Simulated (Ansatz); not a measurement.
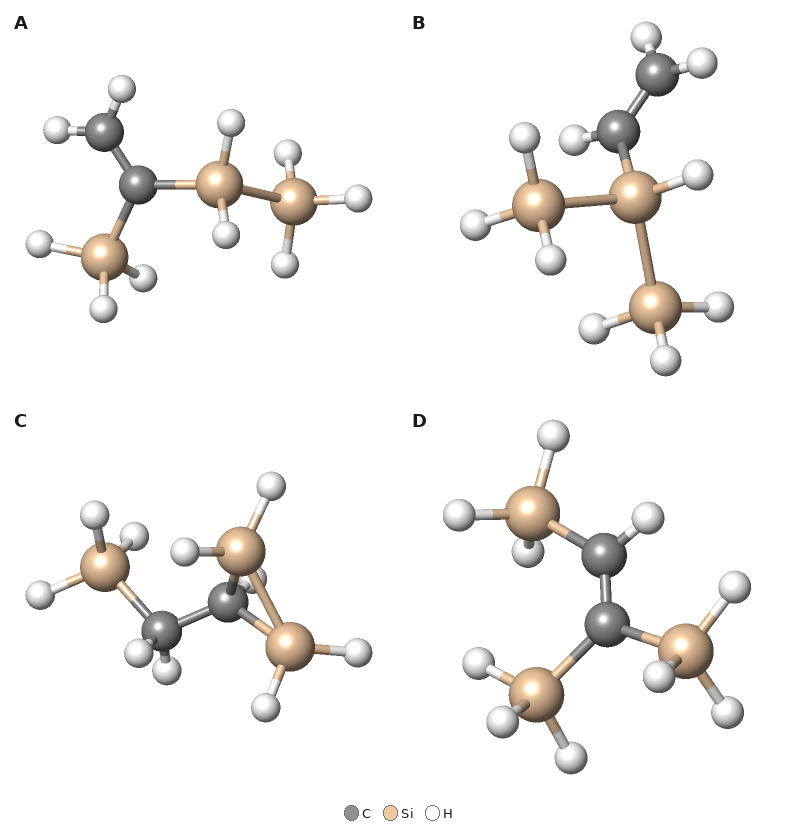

Figure made from data computed with Ansatz.

**Match each picture to its SMILES.**
(1) [SiH3]C=C([SiH3])[SiH3]
(2) C=C([SiH3])[SiH2][SiH3]
(3) C=C[SiH]([SiH3])[SiH3]
(4) [SiH3]CC1[SiH2][SiH2]1

A is (2), B is (3), C is (4), D is (1).
